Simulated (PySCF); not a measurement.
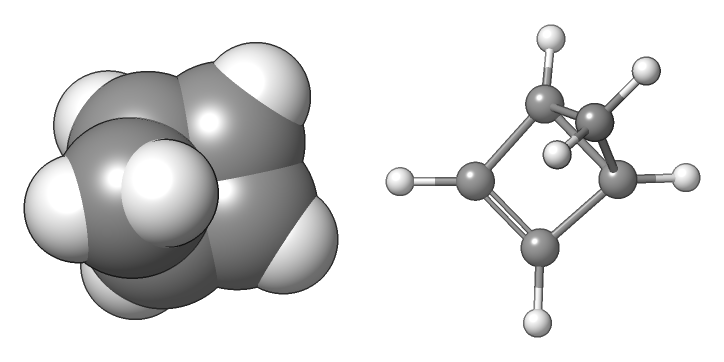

Both panels show the same species. Colours: carbon grey, hydrogen white.

Which formula does it have?

C₅H₆, 11 atoms: 5 carbon and 6 hydrogen.

What is its SMILES?

C1=C[C@H]2C[C@@H]12

How many bonds of each kind are drawn?

6 C–C, 6 C–H.

Which point group does it belong to?

Cs.

How many sets of symmetry-equivalent atoms are there?

7: 2 C, 2 C, 1 C, 2 H, 2 H, 1 H, 1 H.

The parts below concern this one geometry. Atoms keep their numbers from picture to picture. Computed geometry: PBE0-D3(BJ)/def2-TZVP optimisation. No frequency run is at hand to confirm it as a minimum.

## Geometry

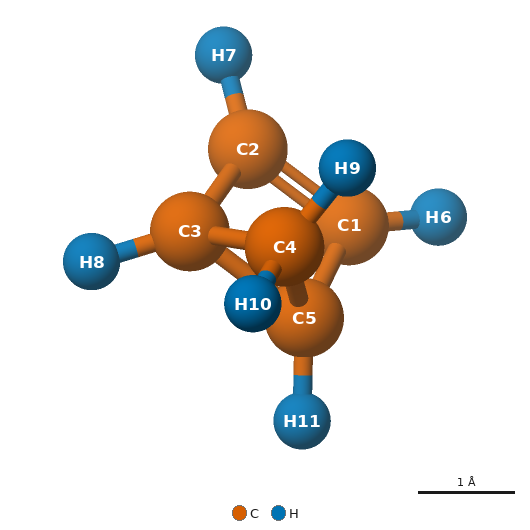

The atoms are numbered. No frequency run is at hand to confirm it as a minimum.

Estimate the angles C2–C1–C5, C2–C1–H6, C5–C1–H6, C3–C4–C5, C3–C4–H9, C3–C4–H10, C2–C3–C5, C2–C3–C4, C2–C3–H8, C4–C3–C5, C5–C3–H8, C4–C3–H8.

```json
{"angle": "C2–C1–C5", "degrees": "93.3"}
{"angle": "C2–C1–H6", "degrees": "133.9"}
{"angle": "C5–C1–H6", "degrees": "132.0"}
{"angle": "C3–C4–C5", "degrees": "60.2"}
{"angle": "C3–C4–H9", "degrees": "119.1"}
{"angle": "C3–C4–H10", "degrees": "115.9"}
{"angle": "C2–C3–C5", "degrees": "86.7"}
{"angle": "C2–C3–C4", "degrees": "109.2"}
{"angle": "C2–C3–H8", "degrees": "127.8"}
{"angle": "C4–C3–C5", "degrees": "59.8"}
{"angle": "C5–C3–H8", "degrees": "126.1"}
{"angle": "C4–C3–H8", "degrees": "122.1"}
```

## Electronic properties

No frequency run is at hand to confirm it as a minimum. Method: PBE0/aug-cc-pVTZ, gas phase (PySCF 2.14.0). Excitations: vertical, linear response.

Predict the main results.

- dipole moment: 0.47 D
- HOMO energy (Kohn–Sham orbital): −6.40 eV
- LUMO energy (Kohn–Sham orbital): −0.13 eV
- HOMO–LUMO gap: 6.27 eV
- mean static polarisability: 54.9 bohr³
- lowest vertical singlet excitation: 5.04 eV
- its oscillator strength: 0.017
- brightest of the 10 lowest singlets: 7.11 eV
- its oscillator strength: 0.04

## Charges

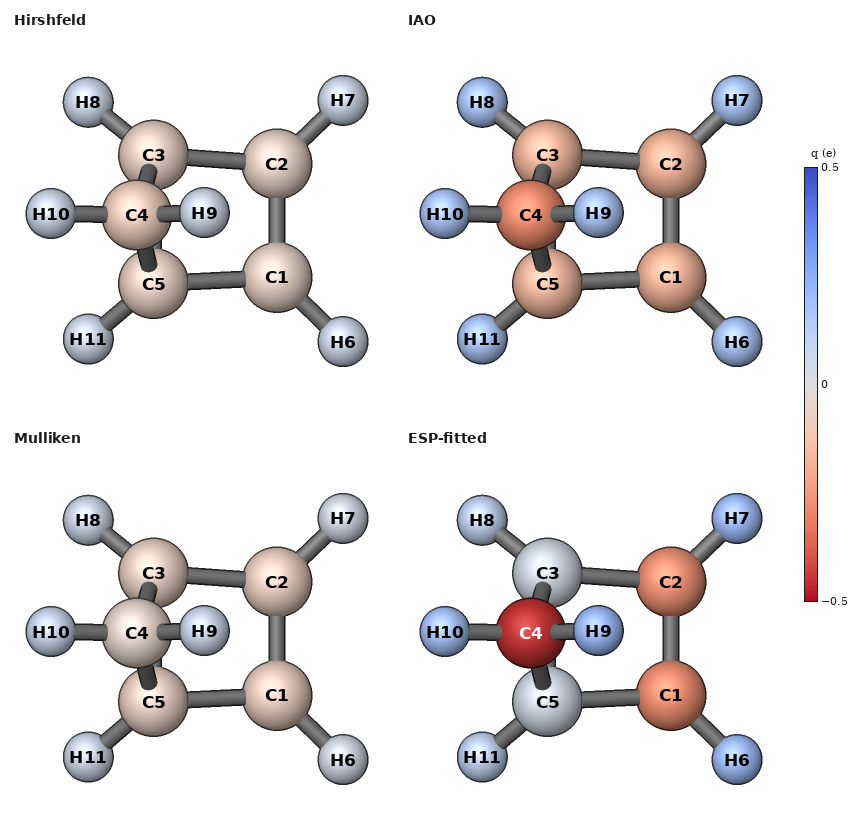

Atomic charges of one calculation by 4 schemes, on one colour scale. No frequency run is at hand to confirm it as a minimum. Computed with PBE0/pcSseg-2 (PySCF 2.14.0).

On which atom do the schemes disagree most?

On C4 (from −0.45 to −0.04 e).

List the charges (e), one line for each set of equivalent atoms.

```
   atom  Hirshfeld    IAO  Mulliken  ESP-fitted
 C1, C2      −0.05  −0.17     −0.07       −0.27
 C3, C5      −0.06  −0.15     −0.06        0.03
     C4      −0.08  −0.28     −0.04       −0.45
 H6, H7       0.05   0.15      0.04        0.19
H8, H11       0.05   0.15      0.05        0.09
     H9       0.05   0.15      0.06        0.20
    H10       0.05   0.15      0.07        0.17
```

## Bond orders

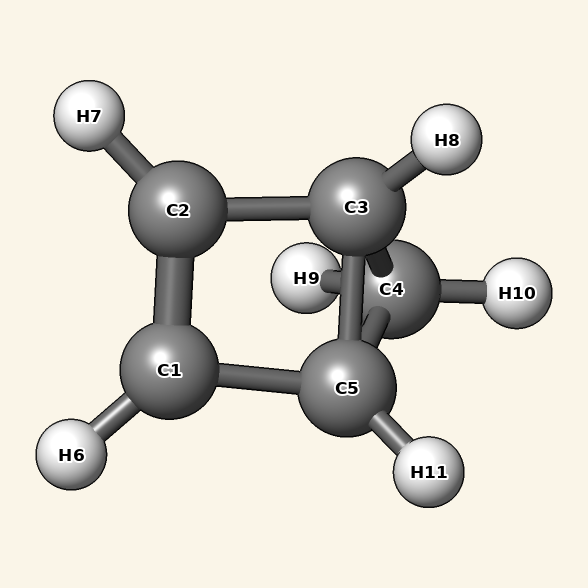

The thickness of each stick grows with its Mayer bond order. No frequency run is at hand to confirm it as a minimum. Method: PBE0/pcSseg-2 (PySCF 2.14.0).

List the Mayer bond orders of C1–C2, C1–C5, C1–H6, C3–C5, C3–C4, C4–H9, C4–H10, C3–H8 (one bond of each equivalent set).

| bond | Mayer order | length (Å) |
| --- | --- | --- |
| C1–C2 | 1.79 | 1.337 |
| C1–C5 | 1.01 | 1.512 |
| C1–H6 | 1.02 | 1.083 |
| C3–C5 | 0.99 | 1.513 |
| C3–C4 | 0.96 | 1.508 |
| C4–H9 | 0.98 | 1.085 |
| C4–H10 | 0.98 | 1.087 |
| C3–H8 | 0.99 | 1.081 |

## NMR shielding

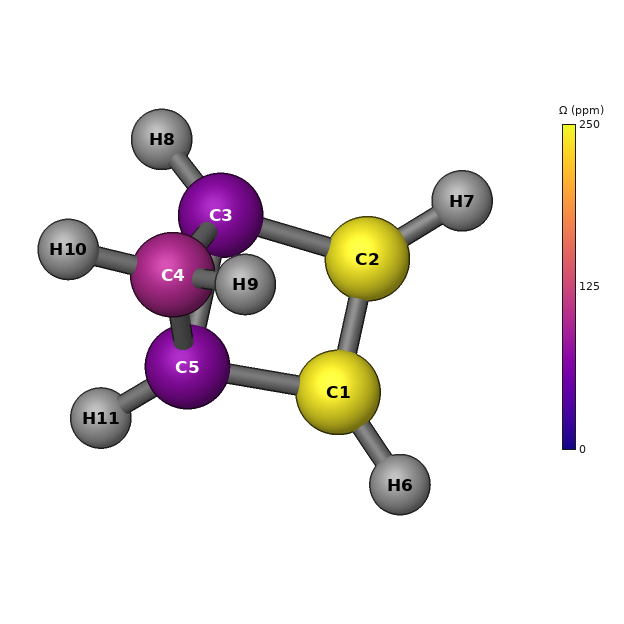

The C atoms are coloured by the span of their shielding tensor. No frequency run is at hand to confirm it as a minimum. Properties computed with GIAO PBE0/pcSseg-2 NMR shielding, non-relativistic, gas phase (PySCF 2.14.0). Principal shieldings σ11 ≤ σ22 ≤ σ33, span Ω = σ33 − σ11, skew κ = 3(σiso − σ22)/Ω.

Which C atom has the most anisotropic shielding?

C1, C2, with a span of 241 ppm.

Give the shielding tensors of the C atoms.

```
  atom    σ11    σ22    σ33   σiso      Ω      κ
C1, C2  −92.2   23.5  148.5   26.6  240.7   0.04
C3, C5  136.0  154.6  208.0  166.2   72.0   0.48
    C4   72.3  133.6  173.2  126.4  100.9  −0.22
```

Shieldings and span in ppm.

Mulliken values depend strongly on the basis set and can even reverse the polarity of a bond.
